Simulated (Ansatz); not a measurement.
## How fast states decay through Cs3Rb2I5

Aim: relax a made-up compound, Cs3Rb2I5, and see how good a tunnel barrier it would be. It is built by putting Rb for Li, I for Cl in the Cs3Li2Cl5 structure of space group Cm, with the volume rescaled by atomic radii. The parent structure comes from the Materials Project.

Method: r2SCAN DFT, plane waves, PAW files, in the first sound run; inputs show where later runs differ, in Ansatz 0.2.0.

The structure was built from a prototype and need not be the compound's stable phase.

## 1. Starting point

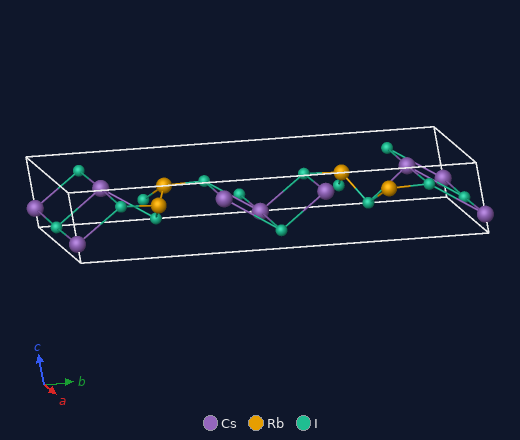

Start, viewed slightly off an axis; caesium purple, rubidium orange, iodine teal. This picture shows the conventional cell, with its axes. Some periodic images of atoms are drawn too.

## 2. Relaxing the new crystal

The substituted atoms don't fit the parent's cell, so cell and atoms relax together. A small smearing keeps the run stable in case the gap closes on the way.

Input file input.yaml:

```yaml
crystal:
  lattice:
    - [4.0761552513, -13.8253238002, 0.0]
    - [4.0761552513, 13.8253238002, 0.0]
    - [-2.7943736067, 0.0, 3.8712660365]
  atoms:
    - { symbol: Cs, position: [0.384297, 0.633463, 0.24978] }
    - { symbol: Cs, position: [0.633463, 0.384297, 0.24978] }
    - { symbol: Cs, position: [0.002264, 0.002264, 0.733351] }
    - { symbol: Rb, position: [0.266761, 0.831581, 0.297346] }
    - { symbol: Rb, position: [0.831581, 0.266761, 0.297346] }
    - { symbol: I, position: [0.207848, 0.687096, 0.695173] }
    - { symbol: I, position: [0.127999, 0.883822, 0.252064] }
    - { symbol: I, position: [0.687096, 0.207848, 0.695173] }
    - { symbol: I, position: [0.883822, 0.127999, 0.252064] }
    - { symbol: I, position: [0.504464, 0.504464, 0.748415] }
kpoints:
  mp_grid: { grid: [4, 4, 6] }
scf:
  occupations: { method: gaussian, width: 0.03 }
hamiltonian:
  xc: r2scan
output:
  forces: true
  stress: true
relax:
  f_tol: 0.02
  max_steps: 60
  cell: {}
```

The run is started by

```bash
$ ansatz run input.yaml --threads 2 --pin off --max-ram 4096MiB --backend cpu --events-out ev --progress --plain --runs-dir out
```

Numbers of over 12 decimals in the logs are rounded to 6 here.

The program printed:

```text
basis.fft_grid_basis auto: the FFT boxes are laid along the combinations [[1, 1, 1], [0, 1, 0], [0, 0, 1]] of the cell's own vectors, 6.610, 14.414 and 4.774 Å long. The dense box has 50×108×36 points. Along the cell's own vectors, as sized, it would have 108×108×36, 2.16 times as many. Of the 2 symmetry operations that the crystal satisfies within crystal.symmetry.tolerance (time reversal apart; of a slab, those tha [...]
Engine: ansatz 0.2.0, aarch64-unknown-linux-gnu
Pseudopotentials: kind: paw
Pseudopotential: Cs, paw, valence charge 9, recommended cutoff 500 eV (meta_gga), Cs.paw.azcp
Pseudopotential: Rb, paw, valence charge 9, recommended cutoff 500 eV (meta_gga), Rb.paw.azcp
Pseudopotential: I, paw, valence charge 17, recommended cutoff 500 eV (meta_gga), I.paw.azcp
Functional definition: r2SCAN
  parameter k0 = 0.174
  parameter k1 = 0.065
  parameter a1 = 4.9479
  exchange = r2scan_x(k0 = k0, k1 = k1, a1 = a1)
  correlation = r2scan_c
Crystal: 10 atoms, lattice volume = 436.324 Å³
Basis set: ecut = 500 eV, 11055 PW (Γ), FFT grids on a1+a2+a3, a2, a3, exchange–correlation on 200×432×144 points (64 copies of the dense FFT grid, shifted against one another)
Bands: 78, of which v1, the nominal top of the filled ones, is band 65 counted from 1 (64 counted from 0)
Symmetry: 2 space group operations
Space group: Cm (ITA 8), of the structure as read, at distance tolerance 7.6e-5 Å
k-points: 34 of 96 (time reversal used)
Non-local potential: Cs, projectors of the file, l = 0: 3, l = 1: 2, l = 2: 2, l = 3: 2
Non-local potential: Rb, projectors of the file, l = 0: 3, l = 1: 2, l = 2: 2
Non-local potential: I, projectors of the file, l = 0: 2, l = 1: 2, l = 2: 2, l = 3: 2
PAW form: soft (Blöchl's): semilocal exchange-correlation on the pseudo side does not see the compensation charge
PAW frozen core: Cs, regenerated for the run's functional (the file was generated under x = pbe(κ = 0.804, μ = 0.219515), c = pbe(β = 0.066725))
PAW frozen core: Rb, regenerated for the run's functional (the file was generated under x = pbe(κ = 0.804, μ = 0.219515), c = pbe(β = 0.066725))
PAW frozen core: I, regenerated for the run's functional (the file was generated under x = pbe(κ = 0.804, μ = 0.219515), c = pbe(β = 0.066725))
PAW one-centre angular grid: Cs, 302 points (default); XC on 160 Gauss nodes
PAW one-centre angular grid: Rb, 302 points (default); XC on 160 Gauss nodes
PAW one-centre angular grid: I, 590 points (default); XC on 160 Gauss nodes
Initial density: superposition of atomic densities (neutral atoms: chi_scale 0, normalization atom), corrected by the library's trained network
Initial wavefunctions: pseudopotential atomic-orbital guess
Functional: x = r2scan, c = r2scan; τ floored in thin density (d = 2e-4 eV/Å³)
SCF iter   1: F=—  HF=-61261.334682 eV  |F-HF|=—  |Δ(HF+E_count)|=         —  Δρ=3.12e-3  dr2=4.19e-2  dr2_τ=3.58e-2  ethr=1.77e-3  ⟨swp⟩=11.1  Hψ=13948  notcnv=0  defer=11
preconditioner: auto → Resta (q_TF=auto, 2.230 Å⁻¹)  ε∞=2.7  [insulator: Δε(μ)=3.949 eV  Ē_g=11.527 eV  σ=0.030 eV  W_gap=1.00  n_scr=78 (ndim 8)  ℏωp=14.9 eV  f_vac=0.080  D(μ)=0.00/eV (n_scr^D=0)  ε∞_Penn≈2.7]
SCF iter   2: F=—  HF=-61261.501579 eV  |F-HF|=—  |Δ(HF+E_count)|=   1.67e-1  Δρ=1.75e-3  dr2=1.05e-2  dr2_τ=4.89e-4  ethr=3.22e-5  ⟨swp⟩=3.4  Hψ=4880  notcnv=0  defer=230
SCF iter   3: F=—  HF=-61261.500703 eV  |F-HF|=—  |Δ(HF+E_count)|=   8.76e-4  Δρ=3.64e-4  dr2=8.00e-4  dr2_τ=5.31e-5  ethr=8.10e-6  ⟨swp⟩=2.8  Hψ=4954  notcnv=0  defer=128
automatic band count: iteration 3 solves 75 bands in place of 78: the levels show a gap, and the empty bands left out lie too high to hold charge; the band table lists the bands solved (type scf.n_extra_bands for more)
SCF iter   4: F=—  HF=-61261.500707 eV  |F-HF|=—  |Δ(HF+E_count)|=   4.09e-6  Δρ=1.26e-4  dr2=6.94e-5  dr2_τ=4.15e-6  ethr=6.15e-7  ⟨swp⟩=2.0  Hψ=4292  notcnv=0  defer=128
SCF iter   5: F=—  HF=-61261.500949 eV  |F-HF|=—  |Δ(HF+E_count)|=   2.41e-4  Δρ=3.21e-5  dr2=5.74e-6  dr2_τ=1.52e-7  ethr=5.34e-8  ⟨swp⟩=2.0  Hψ=3610  notcnv=0  defer=128
SCF iter   6: F=—  HF=-61261.500953 eV  |F-HF|=—  |Δ(HF+E_count)|=   4.37e-6  Δρ=7.25e-6  dr2=2.78e-7  dr2_τ=1.20e-8  ethr=4.42e-9  ⟨swp⟩=2.0  Hψ=3717  notcnv=0  defer=128
SCF iter   7: F=-61261.500953 eV  HF=-61261.500953 eV  |F-HF|=6.25e-9  |Δ(HF+E_count)|=   1.94e-7  Δρ=1.90e-6  dr2=1.78e-8  dr2_τ=5.90e-10  ethr=7.69e-11  ⟨swp⟩=5.0  Hψ=9819  notcnv=0
SCF 1 converged in 7 iterations: F = -61261.500953 eV  dr2 = 1.78e-8
  greatest PAW one-centre occupation: 0.999 electrons in one spin orbital (limit 2), on the I atom at site 7 (counted from 0), in its partial waves of l = 2
relax step   1: F+E_penalty+E_count = -61261.50095319 eV  Δ(F+E_penalty+E_count) = +0.000e0 eV  max|allowed force component| = 5.087e0 eV/Å  Δτ_max = 0.0000 Å  P = +10.789 GPa  Ω = 436.324 Å³  (7 SCF iters, dr2 threshold 1.00e-7 eV, accepted)
Crystal: 10 atoms, lattice volume = 465.361 Å³
Basis set: ecut = 500 eV, 11795 PW (Γ), FFT grids on a1+a2+a3, a2, a3, exchange–correlation on 200×432×144 points (64 copies of the dense FFT grid, shifted against one another)
Initial density: handed on by an earlier stage of this run
Initial wavefunctions: those handed on with the density
iter 1 solved again at ethr=1.68e-4 eV; its pass at ethr=3.10e-3 eV (dr2=2.18e-1 eV) is discarded
SCF iter   1: F=—  HF=-61264.365471 eV  |F-HF|=—  |Δ(HF+E_count)|=         —  Δρ=7.22e-3  dr2=2.38e-1  dr2_τ=1.19e0  ethr=1.68e-4  ⟨swp⟩=2.9  Hψ=15581  notcnv=0
automatic band count: iteration 1 solves 75 bands in place of 78: the levels show a gap, and the empty bands left out lie too high to hold charge; the band table lists the bands solved (type scf.n_extra_bands for more)
preconditioner: auto → Resta (q_TF=auto, 2.206 Å⁻¹)  ε∞=2.7  [insulator: Δε(μ)=3.849 eV  Ē_g=11.117 eV  σ=0.030 eV  W_gap=1.00  n_scr=78 (ndim 8)  ℏωp=14.4 eV  f_vac=0.106  D(μ)=0.00/eV (n_scr^D=0)  ε∞_Penn≈2.7]
SCF iter   2: F=—  HF=-61265.691488 eV  |F-HF|=—  |Δ(HF+E_count)|=    1.33e0  Δρ=3.88e-3  dr2=5.86e-2  dr2_τ=9.20e-4  ethr=1.68e-4  ⟨swp⟩=4.4  Hψ=5470  notcnv=0  defer=1
SCF iter   3: F=—  HF=-61265.683398 eV  |F-HF|=—  |Δ(HF+E_count)|=   8.09e-3  Δρ=1.00e-3  dr2=7.66e-3  dr2_τ=1.46e-4  ethr=4.51e-5  ⟨swp⟩=4.5  Hψ=5410  notcnv=0  defer=8
SCF iter   4: F=—  HF=-61265.682397 eV  |F-HF|=—  |Δ(HF+E_count)|=   1.00e-3  Δρ=3.96e-4  dr2=6.02e-4  dr2_τ=1.80e-5  ethr=5.89e-6  ⟨swp⟩=2.3  Hψ=4858  notcnv=0  defer=135
[...]
relax step   5: F+E_penalty+E_count = -61270.37372739 eV  Δ(F+E_penalty+E_count) = -7.623e-1 eV  max|allowed force component| = 4.180e-1 eV/Å  Δτ_max = 0.1978 Å  P = +0.832 GPa  Ω = 523.586 Å³  energy of the carried Pulay correction = -7.439e-3 eV  (7 SCF iters, dr2 threshold 1.00e-6 eV, accepted)
relax step   6: F+E_penalty+E_count = -61270.74630284 eV  Δ(F+E_penalty+E_count) = -3.726e-1 eV  max|allowed force component| = 3.578e-1 eV/Å  Δτ_max = 0.1962 Å  P = +0.172 GPa  Ω = 535.754 Å³  energy of the carried Pulay correction = -8.371e-3 eV  (7 SCF iters, dr2 threshold 1.00e-6 eV, accepted)
relax step   7: F+E_penalty+E_count = -61270.91365214 eV  Δ(F+E_penalty+E_count) = -1.673e-1 eV  max|allowed force component| = 1.514e-1 eV/Å  Δτ_max = 0.2000 Å  P = +0.020 GPa  Ω = 532.451 Å³  energy of the carried Pulay correction = -8.120e-3 eV  (7 SCF iters, dr2 threshold 1.00e-6 eV, accepted)
relax step   8: F+E_penalty+E_count = -61270.95399633 eV  Δ(F+E_penalty+E_count) = -4.034e-2 eV  max|allowed force component| = 6.373e-2 eV/Å  Δτ_max = 0.1712 Å  P = +0.007 GPa  Ω = 526.290 Å³  energy of the carried Pulay correction = -7.648e-3 eV  (6 SCF iters, dr2 threshold 1.00e-6 eV, accepted)
relax step   9: F+E_penalty+E_count = -61270.95858075 eV  Δ(F+E_penalty+E_count) = -4.584e-3 eV  max|allowed force component| = 2.025e-2 eV/Å  Δτ_max = 0.0399 Å  P = -0.002 GPa  Ω = 526.898 Å³  energy of the carried Pulay correction = -7.695e-3 eV  (6 SCF iters, dr2 threshold 2.54e-7 eV, accepted)
relax step  10: F+E_penalty+E_count = -61270.95895565 eV  Δ(F+E_penalty+E_count) = -3.749e-4 eV  max|allowed force component| = 4.399e-3 eV/Å  Δτ_max = 0.0114 Å  P = -0.001 GPa  Ω = 527.013 Å³  energy of the carried Pulay correction = -7.703e-3 eV  (6 SCF iters, dr2 threshold 2.56e-8 eV, accepted)
Basis set: ecut = 500 eV, 13381 PW (Γ), FFT grids on a1+a2+a3, a2, a3, exchange–correlation on 216×480×144 points (64 copies of the dense FFT grid, shifted against one another)
Initial wavefunctions: pseudopotential atomic-orbital guess (no wavefunctions were taken with the density)
iter 1 solved again at ethr=1.06e-7 eV; its pass at ethr=3.10e-3 eV (dr2=1.38e-4 eV) is discarded
SCF iter   1: F=—  HF=-61270.927455 eV  |F-HF|=—  |Δ(HF+E_count)|=         —  Δρ=5.17e-4  dr2=1.08e-4  dr2_τ=1.24e-4  ethr=1.06e-7  ⟨swp⟩=5.4  Hψ=23005  notcnv=0  defer=1
preconditioner: auto → Resta (q_TF=auto, 2.161 Å⁻¹)  ε∞=2.4  [insulator: Δε(μ)=3.925 eV  Ē_g=11.489 eV  σ=0.030 eV  W_gap=1.00  n_scr=88 (ndim 8)  ℏωp=13.5 eV  f_vac=0.119  D(μ)=0.00/eV (n_scr^D=0)  ε∞_Penn≈2.4]
SCF iter   2: F=—  HF=-61270.967312 eV  |F-HF|=—  |Δ(HF+E_count)|=   3.99e-2  Δρ=2.59e-4  dr2=2.03e-5  dr2_τ=1.55e-4  ethr=8.32e-8  ⟨swp⟩=3.2  Hψ=6046  notcnv=0  defer=6
SCF iter   3: F=—  HF=-61270.969427 eV  |F-HF|=—  |Δ(HF+E_count)|=   2.12e-3  Δρ=1.17e-4  dr2=4.56e-6  dr2_τ=3.13e-5  ethr=1.56e-8  ⟨swp⟩=2.0  Hψ=4350  notcnv=0  defer=6
SCF iter   4: F=—  HF=-61270.969725 eV  |F-HF|=—  |Δ(HF+E_count)|=   2.98e-4  Δρ=9.93e-6  dr2=2.68e-7  dr2_τ=1.64e-7  ethr=3.51e-9  ⟨swp⟩=2.0  Hψ=4081  notcnv=0  defer=6
SCF iter   5: F=—  HF=-61270.969727 eV  |F-HF|=—  |Δ(HF+E_count)|=   2.25e-6  Δρ=1.68e-6  dr2=3.88e-8  dr2_τ=1.03e-9  ethr=2.06e-10  ⟨swp⟩=2.0  Hψ=3845  notcnv=0  defer=6
SCF iter   6: F=—  HF=-61270.969727 eV  |F-HF|=—  |Δ(HF+E_count)|=   4.12e-8  Δρ=6.17e-7  dr2=6.50e-9  dr2_τ=6.23e-11  ethr=2.98e-11  ⟨swp⟩=2.0  Hψ=3981  notcnv=0  defer=6
SCF iter   7: F=—  HF=-61270.969727 eV  |F-HF|=—  |Δ(HF+E_count)|=   4.52e-9  Δρ=2.36e-7  dr2=8.63e-10  dr2_τ=8.81e-12  ethr=5.00e-12  ⟨swp⟩=2.2  Hψ=3826  notcnv=0  defer=6
SCF iter   8: F=—  HF=-61270.969727 eV  |F-HF|=—  |Δ(HF+E_count)|=  2.76e-10  Δρ=9.41e-8  dr2=1.13e-10  dr2_τ=1.86e-12  ethr=1.00e-12  ⟨swp⟩=2.1  Hψ=3361  notcnv=0  defer=6
SCF iter   9: F=-61270.969727 eV  HF=-61270.969727 eV  |F-HF|=1.46e-11  |Δ(HF+E_count)|=  2.91e-11  Δρ=2.38e-8  dr2=7.25e-12  dr2_τ=8.73e-14  ethr=1.00e-12  ⟨swp⟩=5.0  Hψ=9189  notcnv=0
SCF 11 converged in 9 iterations: F = -61270.969727 eV  dr2 = 7.25e-12
relax step  11: F+E_penalty+E_count = -61270.96972723 eV  Δ(F+E_penalty+E_count) = -1.077e-2 eV  max|allowed force component| = 4.607e-3 eV/Å  Δτ_max = 0.0000 Å  P = +0.004 GPa  Ω = 527.013 Å³  stress off target by 6.31e-3 GPa  SCF on the basis re-selected at this cell (its energy is not comparable with the rows above)  (9 SCF iters)
basis re-selected at this cell: Δ(F+E_penalty+E_count) = -1.077e-2 eV, ΔP = +0.005 GPa vs the last step (what re-selecting the basis moved, of the pressure what is left beyond the Pulay correction that the steps carried, after the strain that the cell walked since its last selection, with what the two solves' SCF thresholds leave and, on support functions, any second-order correction that the steps lacked; it is no measure of the basis error at this ecutwfc). The dense FFT grid was sized anew with the basis: this SCF ran on 54×120×36 points, the steps before it on 50×108×36, so part of this shift can come from that change (see relax.cell in the input reference). [rest of the remark cut]
SCF converged after 9 iterations
Free energy (F): -61270.969727 eV
Harris-Foulkes:  -61270.969727 eV  (|F-HF|=1.46e-11)
Internal energy: -61270.969727 eV  (E = F + TS)
E sigma→0 (E₀):  -61270.969727 eV
Fermi energy:    4.426127 eV
--- Per-component energies (eV) ---
  E_band       = -2490.605515
  E_kinetic    = 1757.310171
  E_local      = -13756.561009  (includes V_loc(G=0)·N_el)
  E_nonlocal   = -18.200845
  E_hartree    = 6572.433939
  E_xc         = -1343.778175
  E_vxc        = -1417.105141  (∫ρ·V_xc dr)
  E_paw        = -44747.021951  (= ΣΔE_a)
  E_vpaw       = -2279.361196  (= ΣTr[D̂ρ^β])
  E_aug_tail   = -0.000159  (compensation charges beyond the density's cutoff)
  E_vtau       = 78.444521  (kinetic-family band-sum trace: ∫τ·v_τ [+ j·A + Jᵃ·Aᵃ] dr)
  E_ewald      = -9735.372747
  E_core_change = 0.221048  (= ΣΔE_core)
  E_smearing   = -0.000000  (= −TS)
  E_closure    = 0.000000  (closes the sum)
  Σ components = -61270.969727   (vs F -61270.969727, Δ=0.00e0)
--- Forces (eV/Å), atoms counted from 1 ---
  atom   1  Cs    -0.00028025     0.00358715    -0.00000015
  atom   2  Cs    -0.00028025    -0.00358715    -0.00000015
  atom   3  Cs    -0.00026905     0.00000000    -0.00060635
  atom   4  Rb    -0.00015060     0.00309277    -0.00012234
  atom   5  Rb    -0.00015060    -0.00309277    -0.00012234
  atom   6  I      0.00008761    -0.00460723     0.00031329
  atom   7  I      0.00054885     0.00287058     0.00010885
  atom   8  I      0.00008761     0.00460723     0.00031329
  atom   9  I      0.00054885    -0.00287058     0.00010885
  atom  10  I     -0.00014136     0.00000000     0.00000945
  max |Σ_I F_I| component: 2.40e-6 eV/Å
--- Stress (GPa, compression-positive) ---
        0.004345       0.000000       0.002082
        0.000000       0.006306       0.000000
        0.002082       0.000000       0.002730
  P = ⅓ Tr σ = 0.0045 GPa (0.045 kbar)
--- Relaxed structure (10 steps of the walk, 10 accepted, 1 SCFs on fresh bases) ---
  F+E_penalty+E_count = -61270.96972723 eV   max|allowed force component| = 4.607e-3 eV/Å   (the final SCF, on the basis selected at the relaxed cell)
  cell:  # Å, volume = 527.0133 Å³
    - [4.230979, -15.790053, 0.112643]
    - [4.230979, 15.790053, 0.112643]
    - [-2.793531, -1.0350997864988364e-17, 3.869901]
  atoms:
    - { symbol: Cs, position: [0.402966, 0.603265, 0.247787] }
    - { symbol: Cs, position: [0.603265, 0.402966, 0.247787] }
    - { symbol: Cs, position: [0.0032167, 0.0032167, 0.743561] }
    - { symbol: Rb, position: [0.213193, 0.792642, 0.249754] }
    - { symbol: Rb, position: [0.792642, 0.213193, 0.249754] }
    - { symbol: I, position: [0.300188, 0.705612, 0.749308] }
    - { symbol: I, position: [0.100817, 0.904770, 0.242957] }
    - { symbol: I, position: [0.705612, 0.300188, 0.749308] }
    - { symbol: I, position: [0.904770, 0.100817, 0.242957] }
    - { symbol: I, position: [0.502925, 0.502925, 0.747321] }
```

Wall time 18 min (2 threads of Arm Neoverse V2, shared host); peak memory 2.3 GiB.

Step by step:

| step | energy less that of the first step (eV) | largest force component (eV/Å) | pressure (GPa) | volume (Å³) |
| --- | --- | --- | --- | --- |
| 1 | 0.0000 | 5.0870 | 10.79 | 436.32 |
| 2 | -4.1818 | 2.4327 | 6.38 | 465.36 |
| 3 | -6.6530 | 1.5487 | 3.65 | 489.15 |
| 4 | -8.1105 | 0.9627 | 1.91 | 507.88 |
| 5 | -8.8728 | 0.4180 | 0.83 | 523.59 |
| 6 | -9.2453 | 0.3578 | 0.17 | 535.75 |
| 7 | -9.4127 | 0.1514 | 0.02 | 532.45 |
| 8 | -9.4530 | 0.0637 | 0.01 | 526.29 |
| 9 | -9.4576 | 0.0203 | 0.00 | 526.90 |
| 10 | -9.4580 | 0.0044 | 0.00 | 527.01 |
| 11* | -9.4688 | 0.0046 | 0.00 | 527.01 |

Relaxation steps marked * repeat the geometry before them on a plane-wave basis chosen anew for their cell, so energy and pressure can jump there.

The run keeps the 2 symmetry operations that it works with, so distortions that break them were not tested.

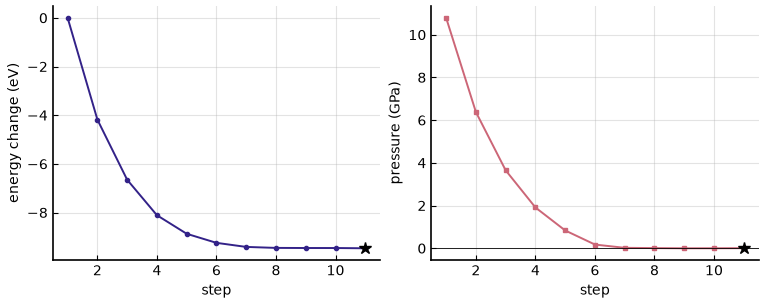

Energy and pressure along the relaxation. Stars mark steps on a basis chosen anew.

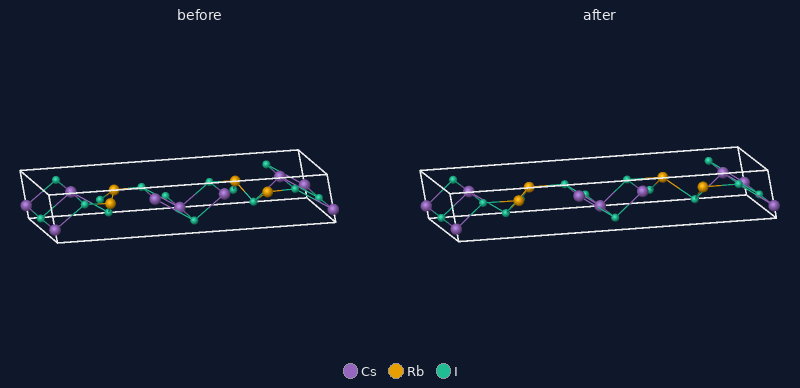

Before and after, at one scale.

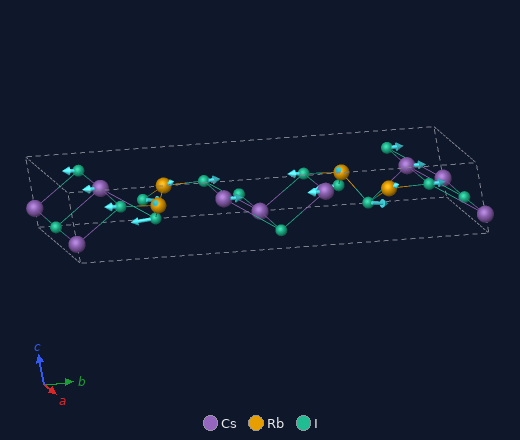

Displacements in the relaxation, scaled, measured against the changing cell; the longest in the cell stands for 1.23 Å. Some periodic images of atoms are drawn too.

| cell as run | before | after | change |
| --- | --- | --- | --- |
| a (Å) | 14.414 | 16.347 | +13.4 % |
| b (Å) | 14.414 | 16.347 | +13.4 % |
| c (Å) | 4.774 | 4.773 | -0.0 % |
| α (°) | 99.53 | 98.39 | -1.1 % |
| β (°) | 99.53 | 98.39 | -1.1 % |
| γ (°) | 147.15 | 149.99 | +1.9 % |
| volume (Å³/atom) | 43.63 | 52.70 | +20.8 % |

The atoms that moved most (Å, as changes of fractional coordinates times the final cell):

| atom | dx | dy | dz | length |
| --- | --- | --- | --- | --- |
| I6 | 0.318 | -1.166 | 0.222 | 1.228 |
| I8 | 0.318 | 1.166 | 0.222 | 1.228 |
| Cs1 | -0.043 | -0.772 | -0.009 | 0.773 |
| Cs2 | -0.043 | 0.772 | -0.009 | 0.773 |
| I7 | -0.001 | 0.760 | -0.036 | 0.761 |
| I9 | -0.001 | -0.760 | -0.036 | 0.761 |
| Rb5 | -0.258 | -0.231 | -0.195 | 0.398 |
| Rb4 | -0.258 | 0.231 | -0.195 | 0.398 |

Final coordinates:

```cif
data_structure
_symmetry_space_group_name_H-M 'P 1'
_symmetry_Int_Tables_number 1
_cell_length_a 16.3475
_cell_length_b 16.3475
_cell_length_c 4.7728
_cell_angle_alpha 98.389
_cell_angle_beta 98.389
_cell_angle_gamma 149.990
_cell_volume 527.01
loop_
_atom_site_label
_atom_site_type_symbol
_atom_site_fract_x
_atom_site_fract_y
_atom_site_fract_z
_atom_site_occupancy
Cs1 Cs 0.40297 0.60327 0.24779 1
Cs2 Cs 0.60327 0.40297 0.24779 1
Cs3 Cs 0.00322 0.00322 0.74356 1
Rb4 Rb 0.21319 0.79264 0.24975 1
Rb5 Rb 0.79264 0.21319 0.24975 1
I6 I 0.30019 0.70561 0.74931 1
I7 I 0.10082 0.90477 0.24296 1
I8 I 0.70561 0.30019 0.74931 1
I9 I 0.90477 0.10082 0.24296 1
I10 I 0.50292 0.50292 0.74732 1
```

Numbers from this step:

```yaml
free_energy: -61270.9697 eV
fermi_energy: 4.426 eV
pressure: 0.004460 GPa
```

The largest force component on a free atom ends at 0.0046 eV/Å.

(Part 1 of 2 ends here.)

[Logs are printed without paths, hosts, clocks, repeated set-up lines and the standing remarks that a program may print on its own settings, such as how far it seeks lower states.]

[Hosts, paths, dates, database ids (printed as entryN), source tags and the programs' standing remarks are cut or masked in the printed files.]
